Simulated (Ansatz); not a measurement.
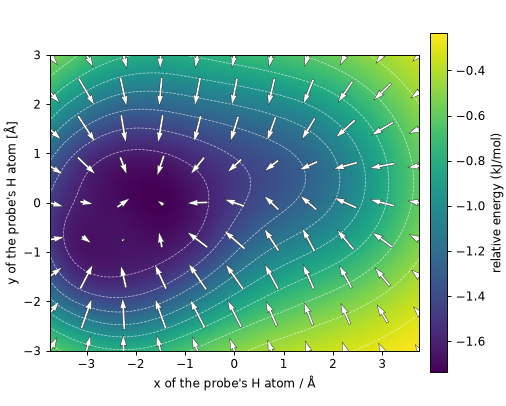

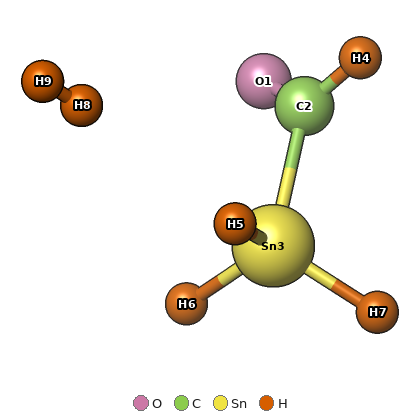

Energy landscape of CH₄OSn (SMILES O=[CH][SnH3]) with the probe H2. The probe is moved over a plane parallel to the molecule's main plane, 3.89 Å above it. Coordinates scanned: (1) x of the probe's H atom; (2) y of the probe's H atom. Nothing is relaxed (molecule and probe rigid, the probe upright with H nearest the plane). The scan uses an 11 × 9 grid. Points are written as (first, second). Energies are in kJ/mol, from molecule and probe far apart, each relaxed in its own basis (no counterpoise correction). Computed with RKS PBE0-D4/def2-SVPD in Ansatz.

Drawn: a smooth colour map with a few white contour lines, arrows along the force (downhill), their lengths compressed. Between grid points the surface is interpolated. The second picture is the structure at the lowest point.

**Where are the wells?**

The lowest grid point is at (−1.50 Å, 0.00 Å), −1.74 kJ/mol from molecule and probe far apart, each relaxed in its own basis (no counterpoise correction). The highest grid point, (3.75 Å, −3.00 Å), lies 1.50 kJ/mol above the lowest. Near the minimum the curvatures are about 0.0017 and 0.0033 eV/Å² along the soft and the stiff direction.

Grid values (kJ/mol):

| y of the probe's H atom ↓, x of the probe's H atom → | −3.75 | −3.00 | −2.25 | −1.50 | −0.75 | 0.00 | 0.75 | 1.50 | 2.25 | 3.00 | 3.75 |
| --- | --- | --- | --- | --- | --- | --- | --- | --- | --- | --- | --- |
| 3.00 | −0.51 | −0.67 | −0.78 | −0.81 | −0.78 | −0.74 | −0.69 | −0.63 | −0.54 | −0.44 | −0.34 |
| 2.25 | −0.74 | −0.97 | −1.10 | −1.12 | −1.07 | −1.02 | −0.95 | −0.87 | −0.75 | −0.59 | −0.45 |
| 1.50 | −1.03 | −1.31 | −1.44 | −1.43 | −1.36 | −1.29 | −1.21 | −1.11 | −0.95 | −0.74 | −0.54 |
| 0.75 | −1.31 | −1.57 | −1.67 | −1.67 | −1.58 | −1.47 | −1.37 | −1.26 | −1.08 | −0.83 | −0.60 |
| 0.00 | −1.46 | −1.64 | −1.70 | −1.74 | −1.65 | −1.48 | −1.35 | −1.23 | −1.06 | −0.83 | −0.60 |
| −0.75 | −1.48 | −1.67 | −1.67 | −1.68 | −1.58 | −1.36 | −1.18 | −1.05 | −0.90 | −0.72 | −0.53 |
| −1.50 | −1.31 | −1.57 | −1.60 | −1.52 | −1.34 | −1.11 | −0.93 | −0.80 | −0.69 | −0.56 | −0.43 |
| −2.25 | −0.95 | −1.19 | −1.26 | −1.16 | −0.97 | −0.79 | −0.66 | −0.56 | −0.48 | −0.40 | −0.32 |
| −3.00 | −0.59 | −0.74 | −0.79 | −0.73 | −0.62 | −0.51 | −0.43 | −0.38 | −0.33 | −0.28 | −0.23 |

Each point was launched as `ansatz run input.yaml --threads 1 --pin off --max-ram 2560MiB --backend cpu --events-out ev --progress --plain --runs-dir out`. The whole map (99 points run) took 11 min on 1 thread of Intel(R) Xeon(R) Platinum 8488C (Sapphire Rapids), with other jobs on the host.
